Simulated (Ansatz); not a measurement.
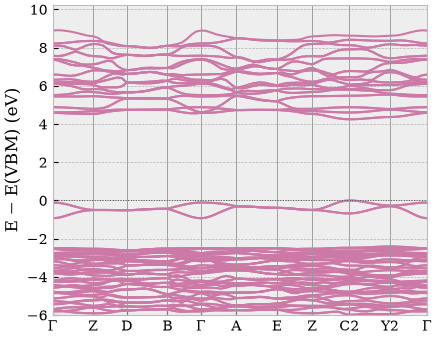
Figure: Band structure from DFT-r²SCAN+D4 with spin–orbit coupling in the program Ansatz with PAW potentials

Problem. Read off the gap and where the band edges lie.

Solution. About 4.2 eV (4.25 eV by a search for the band edges); maximum at C2, minimum at C2.

The material is ZrSnF6 in space group P2/c (No. 13; Pearson symbol mP16).

The workflow started from an entry of the Crystallography Open Database (COD, 295 K). Its standing as an ambient phase is unchecked. The cell was relaxed with r²SCAN+D4 under the symmetry of its start; whether a distortion lowers the energy is not shown. The run is not spin-polarised.

Potentials: the later of the program's two PAW sets.
